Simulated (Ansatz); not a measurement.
# C$_{3}$HF$_{5}$O (SMILES O=CC(F)(F)C(F)(F)F): what the fields show

Input

```
crystal:
  periodic: [false, false, false]
  atoms:
    - {symbol: C, position_ang: [-0.074095, -2.831586, -1.919824]}
    - {symbol: C, position_ang: [-0.640155, -1.559123, -1.261631]}
    - {symbol: C, position_ang: [0.283355, -0.323745, -1.292206]}
    - {symbol: F, position_ang: [-1.796589, -1.251518, -1.892206]}
    - {symbol: F, position_ang: [-0.924261, -1.855866, 0.027006]}
    - {symbol: F, position_ang: [0.552716, 0.013543, -2.551962]}
    - {symbol: F, position_ang: [-0.317587, 0.704719, -0.691686]}
    - {symbol: F, position_ang: [1.420565, -0.588867, -0.651755]}
    - {symbol: O, position_ang: [0.999756, -2.903378, -2.441090]}
    - {symbol: H, position_ang: [-0.794873, -3.684817, -1.850557]}
basis:
  gaussian: {orbitals: def2-SVPD}
hamiltonian: {xc: {name: PBE0}}
output: {forces: true, orbitals: {seedname: orbitals}}
```

Command:

```sh
ansatz run input.yaml --threads 4 --pin off --max-ram 7830MiB --events-out events.jsonl --progress --plain --runs-dir runs
```

Geometry: B3LYP-D3(BJ)/def2-SVP.

Computed with isolated molecule in a Gaussian basis; Kohn-Sham density functional theory, functional PBE0 in Ansatz.

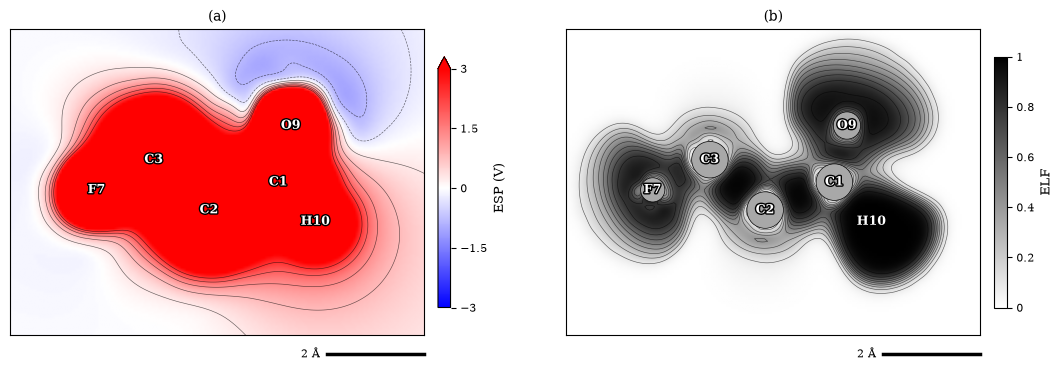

Figure 1. (a) electrostatic potential; (b) ELF on the plane of atoms C2, C1 and H10. Grey discs cover the atomic cores in the ELF map.

Question: What do the fields say about this system?

Answer:
- The section cuts through C, F, O and H sites.
- C–O (1.20 Å): the ELF peaks at about 0.90 between the atoms; a short, multiple covalent bond.
- C–F (1.33 Å): the ELF peaks at about 0.85 between the atoms (a shared but strongly polarised pair).
- C–C (1.54 Å): the ELF peaks at about 1 between the atoms: a shared electron pair.
- C–H (1.12 Å): the ELF climbs to about 1 towards the hydrogen, as it does in any bond to H: a covalent bond by its length.
- The ELF also peaks beside F7 and O9, away from the bonds: lone-pair regions.
- Outside the dense part of the molecule the potential is most negative (−1.1 V) near O9.

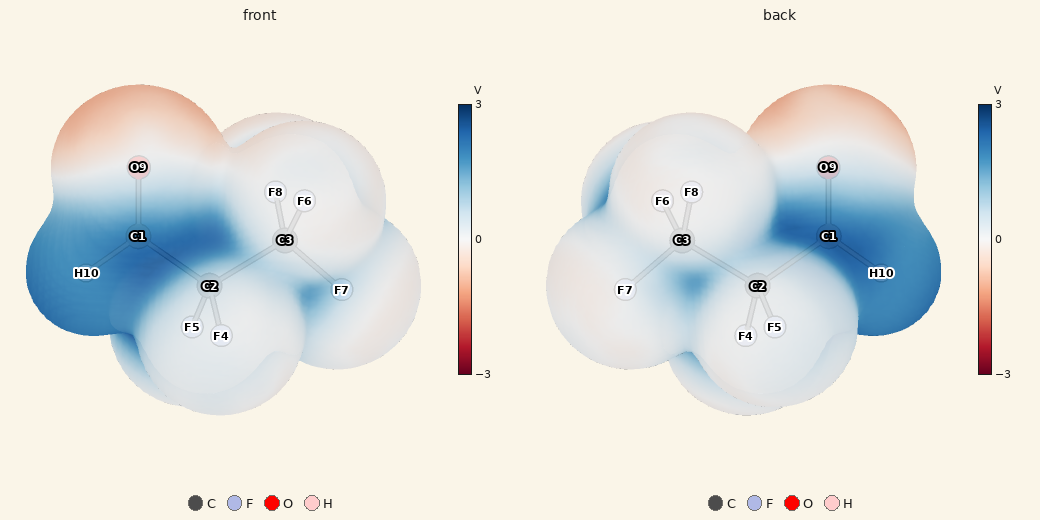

Figure 2. The electrostatic potential painted on the density surface at 0.004 e/bohr³, seen from the front and from behind; the colour scale runs from red (negative) to blue (positive).

Question: Where is the surface potential most negative and most positive?

Answer: The most negative region (about −1.0 V) lies over O9, the most positive (about +2.4 V) over the π face of C1 and C2. O9 is the likeliest acceptor of a hydrogen bond.

Question: How polar is the molecule by this calculation?

Answer: Its dipole moment is 1.75 D.

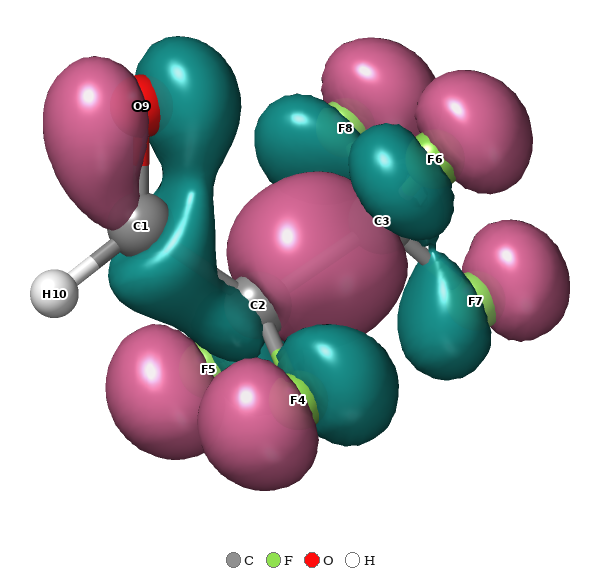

Figure 3. The HOMO−1 at ±0.1 Å⁻³ᐟ² (teal and pink are the two phases), seen at a tilt.

Question: What is the character of this orbital?

Answer: Its weight (Hirshfeld) is mainly on F4 (about 15 %), F5 (about 15 %), C2 (about 15 %), C3 (about 15 %), F8 (about 10 %) and F6 (about 10 %). Its energy is −11.57 eV.
